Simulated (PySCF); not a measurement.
# CH10N2OSi4: magnetic properties

Aim: compute the magnetic properties of CH10N2OSi4 (`N#C[Si@@H](O[SiH3])N([SiH3])[SiH3]`).

Computed with PySCF 2.14.0 and routines of our own; the level stands in each step. Atoms count from 0.

## 1. The system as given

18 atoms, charge 0, multiplicity 1; geometry from: GFN2-xTB.

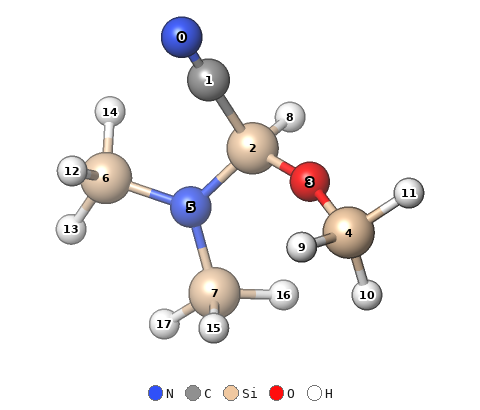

The starting geometry (nitrogen blue, carbon grey, silicon light orange, oxygen red, hydrogen white).

## 2. Magnetic properties: GIAO HF/pcSseg-1

Job settings and geometry (Å):

```
{"job": {"kind": "mag", "xc": "HF", "basis": "pcSseg-1", "isotopologues": 2}, "charge": 0, "multiplicity": 1}
N      1.853329     3.083381    -0.669291
C      1.388767     2.062853    -0.900747
Si     0.626149     0.407289    -1.315482
O      1.618641    -0.706894    -0.711469
Si     2.288234    -1.810139     0.272769
N     -0.954026     0.358229    -0.610824
Si    -1.821249     1.864590    -0.394594
Si    -1.588739    -1.180110    -0.080630
H      0.618463     0.210014    -2.762471
H      2.335960    -1.257256     1.624743
H      1.453696    -3.009106     0.201081
H      3.618755    -2.017214    -0.292920
H     -1.300811     2.566787     0.779212
H     -3.229328     1.522138    -0.216469
H     -1.620392     2.653528    -1.610226
H     -1.064945    -1.503257     1.250534
H     -1.188423    -2.194557    -1.055778
H     -3.042840    -1.043959    -0.048616
```

Level: GIAO HF/pcSseg-1 magnetisability, rotational g tensor and spin-rotation constants, non-relativistic, gas phase.

The run is started by

```console
$ OMP_NUM_THREADS=1 python excited_run.py task.json out
```

The driver reads the jobs from task.json and runs them one after another.

What it wrote:

```text
final grid: 145824 points
cycle   1  E = -1383.0834869245  dE =  7.620e-01  |g| = 7.535e-01  |ddm| = 3.888e+00
cycle   2  E = -1383.1974401505  dE = -1.140e-01  |g| = 5.008e-01  |ddm| = 8.946e-01
cycle   3  E = -1383.2452081519  dE = -4.777e-02  |g| = 1.006e-01  |ddm| = 3.341e-01
cycle   4  E = -1383.2483663849  dE = -3.158e-03  |g| = 4.308e-02  |ddm| = 1.355e-01
cycle   5  E = -1383.2487603669  dE = -3.940e-04  |g| = 7.655e-03  |ddm| = 4.057e-02
cycle   6  E = -1383.2487818618  dE = -2.149e-05  |g| = 2.639e-03  |ddm| = 1.180e-02
cycle   7  E = -1383.2487841609  dE = -2.299e-06  |g| = 7.667e-04  |ddm| = 4.039e-03
cycle   8  E = -1383.2487843620  dE = -2.011e-07  |g| = 2.773e-04  |ddm| = 1.241e-03
cycle   9  E = -1383.2487843830  dE = -2.099e-08  |g| = 6.347e-05  |ddm| = 2.736e-04
cycle  10  E = -1383.2487843859  dE = -2.914e-09  |g| = 2.122e-05  |ddm| = 1.482e-04
cycle  11  E = -1383.2487843865  dE = -5.357e-10  |g| = 1.192e-05  |ddm| = 3.985e-05
converged SCF energy = -1383.2487843865

Magnetisability tensor (1e-30 J/T^2)
    -1406.75       -0.14      -47.99
       -0.14    -1619.61       36.54
      -47.99       36.54    -1430.16
isotropic -1485.51   principal values   -1626.77  -1462.80  -1366.95
isotropic susceptibility -89.459 1e-6 cm^3/mol

Inertial axes            a          b          c
rot. const./GHz      1.1519     0.8280     0.5260
chi total           -91.210    -91.192    -85.976
chi diamagnetic   -1178.065  -1601.951  -2385.286
chi paramagnetic   1086.855   1510.759   2299.310
quadrupole/D A       11.407    -14.454      3.047
g nuclear            0.5529     0.5682     0.5520
g electronic        -0.5882    -0.5877    -0.5682
g total             -0.0352    -0.0194    -0.0162

Spin-rotation constants (kHz, H = +C I.J)
atom  isotope        aa         bb         cc
  0    14N        0.290      0.066      0.121
  5    14N        0.025      0.025      0.011
  8     1H       -0.115     -0.081      0.026
  9     1H       -0.103     -0.079      0.023
 10     1H       -0.098      0.030     -0.049
 11     1H       -0.019     -0.038     -0.040
 12     1H       -0.105     -0.057      0.010
 13     1H       -0.053      0.002     -0.054
 14     1H       -0.078     -0.037     -0.017
 15     1H       -0.066     -0.079      0.003
 16     1H       -0.055     -0.070     -0.008
 17     1H       -0.008     -0.030     -0.054
  1    13C*       0.486      0.084      0.205
  2   29Si*      -0.563     -0.442     -0.264
  3    17O*      -0.112     -0.037     -0.034
  4   29Si*      -0.580     -0.446     -0.282
  6   29Si*      -0.564     -0.440     -0.290
* in the singly substituted isotopologue

Isotopologues: g along a, b, c
2H    at 8,9,10,11,12,1    -0.0323    -0.0171    -0.0148
15N   at 0                 -0.0342    -0.0195    -0.0160
```

Run time: 43 s. Hardware: 1 thread of Arm Neoverse V1, shared host; peak memory 0.95 GiB.

Key values:

| quantity | value |
| --- | --- |
| magnetisability | -1486·10⁻³⁰ J/T² |
| molar susceptibility | -89.5·10⁻⁶ cm³/mol |
| rotational g (a, b, c) | -0.0352, -0.0194, -0.0162 |

The fields below are evaluated on a grid from the run's orbitals.

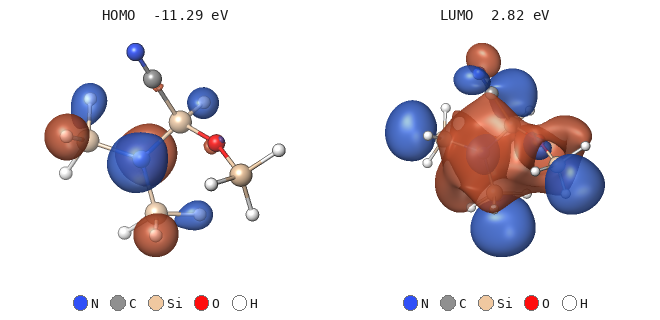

Frontier orbitals at HF/pcSseg-1; each surface holds 70 % of the orbital's density, blue and red mark the sign.

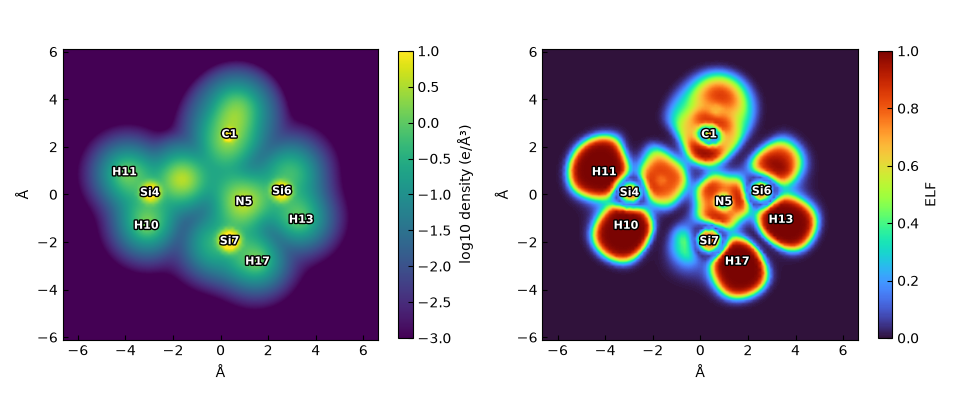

Density (left) and ELF (right) in a plane through or near 9 of the atoms.

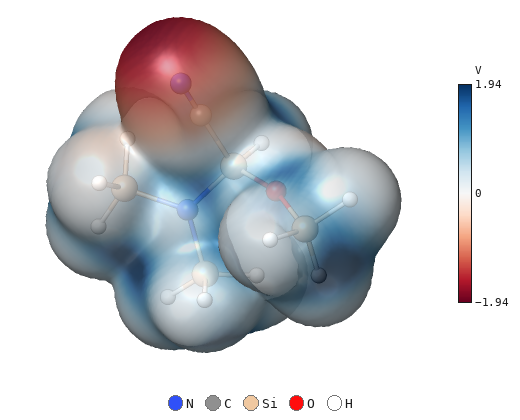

Electrostatic potential on the surface of density 0.002 e/bohr³; red is low, blue high. It runs from -1.72 V near N0 to 1.94 V near Si7.

## 3. Magnetic properties: GIAO KT1/pcSseg-1, grid 3

Settings changed since step 2:

```diff
@@ -1,2 +1,2 @@
-{"job": {"kind": "mag", "xc": "HF", "basis": "pcSseg-1", "isotopologues": 2}, "charge": 0, "multiplicity": 1}
+{"job": {"kind": "mag", "xc": "KT1", "basis": "pcSseg-1", "grid": 3}, "charge": 0, "multiplicity": 1}
 N      1.853329     3.083381    -0.669291
```

Level: GIAO KT1/pcSseg-1 magnetisability, rotational g tensor and spin-rotation constants, non-relativistic, gas phase.

What it wrote:

```text
coarse grid: 16992 points
cycle   1  E = -1395.8005893356  dE =  7.350e-01  |g| = 9.230e-01  |ddm| = 4.035e+00
cycle   2  E = -1395.0985506699  dE =  7.020e-01  |g| = 2.028e+00  |ddm| = 2.679e+00
cycle   3  E = -1395.9549408584  dE = -8.564e-01  |g| = 2.423e-01  |ddm| = 2.195e+00
cycle   4  E = -1395.9597812817  dE = -4.840e-03  |g| = 2.018e-01  |ddm| = 2.799e-01
cycle   5  E = -1395.9678856301  dE = -8.104e-03  |g| = 7.286e-02  |ddm| = 1.763e-01
cycle   6  E = -1395.9690986960  dE = -1.213e-03  |g| = 2.073e-02  |ddm| = 6.667e-02
cycle   7  E = -1395.9691876986  dE = -8.900e-05  |g| = 7.216e-03  |ddm| = 2.494e-02
cycle   8  E = -1395.9691992802  dE = -1.158e-05  |g| = 1.023e-03  |ddm| = 7.399e-03
cycle   9  E = -1395.9691995738  dE = -2.937e-07  |g| = 2.575e-04  |ddm| = 1.665e-03
final grid: 230808 points
cycle  10  E = -1396.0752662262  dE = -2.321e-04  |g| = 2.625e-02  |ddm| = 4.395e-02
cycle  11  E = -1396.0750584601  dE =  2.078e-04  |g| = 3.949e-02  |ddm| = 4.524e-02
cycle  12  E = -1396.0753280869  dE = -2.696e-04  |g| = 1.234e-02  |ddm| = 3.635e-02
cycle  13  E = -1396.0753527912  dE = -2.470e-05  |g| = 5.908e-03  |ddm| = 9.759e-03
cycle  14  E = -1396.0753603254  dE = -7.534e-06  |g| = 1.028e-03  |ddm| = 4.064e-03
cycle  15  E = -1396.0753606213  dE = -2.959e-07  |g| = 9.270e-05  |ddm| = 1.152e-03
cycle  16  E = -1396.0753606225  dE = -1.166e-09  |g| = 6.530e-05  |ddm| = 1.426e-04
cycle  17  E = -1396.0753606233  dE = -7.940e-10  |g| = 1.593e-05  |ddm| = 6.345e-05
converged SCF energy = -1396.0753606233

Magnetisability tensor (1e-30 J/T^2)
    -1334.98       12.76      -64.08
       12.76    -1585.34       55.27
      -64.08       55.27    -1367.02
isotropic -1429.11   principal values   -1601.49  -1402.94  -1282.92
isotropic susceptibility -86.063 1e-6 cm^3/mol

Inertial axes            a          b          c
rot. const./GHz      1.1519     0.8280     0.5260
chi total           -88.971    -87.344    -81.875
chi diamagnetic   -1174.194  -1599.394  -2381.109
chi paramagnetic   1085.223   1512.050   2299.234
quadrupole/D A       10.836    -12.793      1.957
g nuclear            0.5529     0.5682     0.5520
g electronic        -0.5873    -0.5881    -0.5681
g total             -0.0343    -0.0199    -0.0162

Spin-rotation constants (kHz, H = +C I.J)
atom  isotope        aa         bb         cc
  0    14N        0.263      0.063      0.110
  5    14N        0.030      0.031      0.017
  8     1H       -0.107     -0.075      0.030
  9     1H       -0.097     -0.073      0.028
 10     1H       -0.093      0.038     -0.045
 11     1H       -0.013     -0.032     -0.037
 12     1H       -0.101     -0.051      0.014
 13     1H       -0.048      0.008     -0.053
 14     1H       -0.074     -0.031     -0.013
 15     1H       -0.058     -0.075      0.007
 16     1H       -0.048     -0.066     -0.004
 17     1H        0.001     -0.026     -0.053
  1    13C*       0.445      0.087      0.188
  2   29Si*      -0.593     -0.478     -0.292
  3    17O*      -0.154     -0.042     -0.046
  4   29Si*      -0.612     -0.497     -0.312
  6   29Si*      -0.584     -0.479     -0.322
* in the singly substituted isotopologue
```

It took 75 s on 1 thread of Arm Neoverse V1, shared host; peak memory 0.8 GiB.

From this job:

| quantity | value |
| --- | --- |
| magnetisability | -1429·10⁻³⁰ J/T² |
| molar susceptibility | -86.1·10⁻⁶ cm³/mol |
| rotational g (a, b, c) | -0.0343, -0.0199, -0.0162 |

## 4. The levels compared

| level | ξ (10⁻³⁰ J/T²) | g(a) | g(b) | gap (eV) | functions | time |
| --- | --- | --- | --- | --- | --- | --- |
| GIAO HF/pcSseg-1 | -1486 | -0.0352 | -0.0194 | 14.12 | 214 | 43 s |
| GIAO KT1/pcSseg-1, grid 3 | -1429 | -0.0343 | -0.0199 | 4.90 | 214 | 75 s |

## 5. Results

| quantity | value |
| --- | --- |
| magnetisability (step 2, GIAO HF/pcSseg-1) | -1486·10⁻³⁰ J/T² |
| molar susceptibility (step 2, GIAO HF/pcSseg-1) | -89.5·10⁻⁶ cm³/mol |
| rotational g (a, b, c) (step 2, GIAO HF/pcSseg-1) | -0.0352, -0.0194, -0.0162 |
| surface potential, least and greatest | -1.72 V and 1.94 V |
| magnetisability over the levels | -1486 to -1429·10⁻³⁰ J/T² |

What this shows: The magnetisability spreads by 3.9 % over 2 levels, from GIAO HF/pcSseg-1 (43 s) to GIAO KT1/pcSseg-1, grid 3 (75 s); the runs took 43 s to 75 s. Two levels can agree by chance, so this spread shows no convergence. Vibrational averaging and real surroundings are missing from these values.
